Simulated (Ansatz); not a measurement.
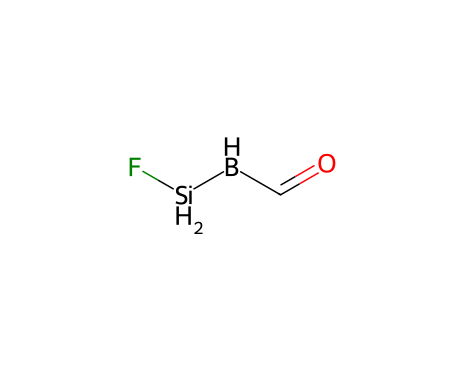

A structural formula.

**Transcribe the drawing into SMILES.**

O=CB[SiH2]F

**What is the molecular formula?**

CH4BFOSi.

**An optimisation with PBE0-D4/def2-TZVP gave a structure of which point group?**

C1. Other conformers may differ.

The parts below concern this one geometry. Atoms keep their numbers from picture to picture. The computed structure is the end point of a PBE0-D4/def2-TZVP optimisation.

Shape

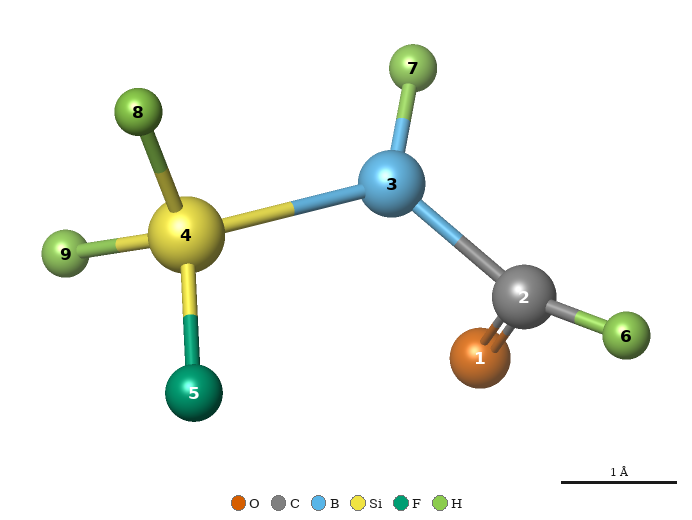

Numbered structure.

Give these bond angles: O1–C2–B3, O1–C2–H6, B3–C2–H6, C2–B3–Si4, C2–B3–H7, Si4–B3–H7, B3–Si4–F5, B3–Si4–H8, B3–Si4–H9, F5–Si4–H8, F5–Si4–H9.

```csv
angle,degrees
O1–C2–B3,90.0
O1–C2–H6,122.9
B3–C2–H6,147.1
C2–B3–Si4,120.9
C2–B3–H7,117.0
Si4–B3–H7,122.0
B3–Si4–F5,110.9
B3–Si4–H8,109.8
B3–Si4–H9,112.6
F5–Si4–H8,107.4
F5–Si4–H9,107.2
```

Dipole moment

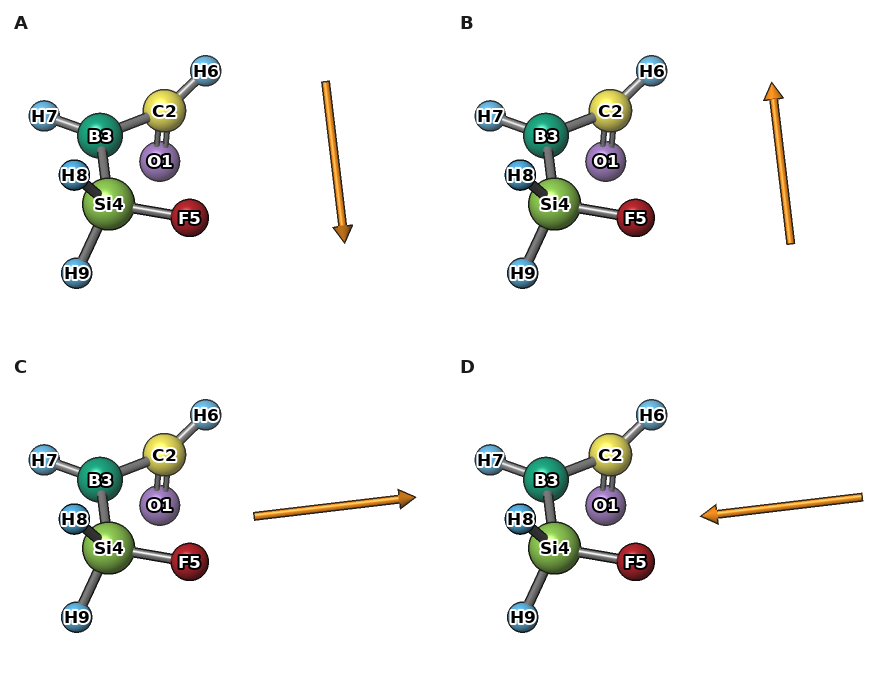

The same molecule four times, each with an arrow. Level of theory: RKS ωB97M-V/def2-TZVPP (Ansatz 0.2.0).

**Which arrow points along the dipole moment, from the negative to the positive end?**

B. The dipole moment is 2.25 D; it points from the side of H9 to the side of H6 (the outermost atoms at the two ends).

Electronic properties

Properties computed with RKS revPBE-D4/def2-TZVPP (Ansatz 0.2.0).

**What is the HOMO–LUMO gap?**

3.80 eV.

**Estimate the HOMO energy (Kohn–Sham orbital).**

−6.77 eV.

**Estimate the dispersion correction.**

−50.0 kJ/mol.

Vibrations

Harmonic vibrations computed with RKS PBE0-D4/def2-TZVP (Ansatz 0.2.0) at a stationary point of the same level.

**How many vibrational modes are there, and where do they lie?**

21 modes: 62, 94, 137, 184, 350, 497, 585, 725, 746, 845, 869, 907, 942, 1010, 1093, 1364, 1689, 2210, 2226, 2631, 3039 cm⁻¹.
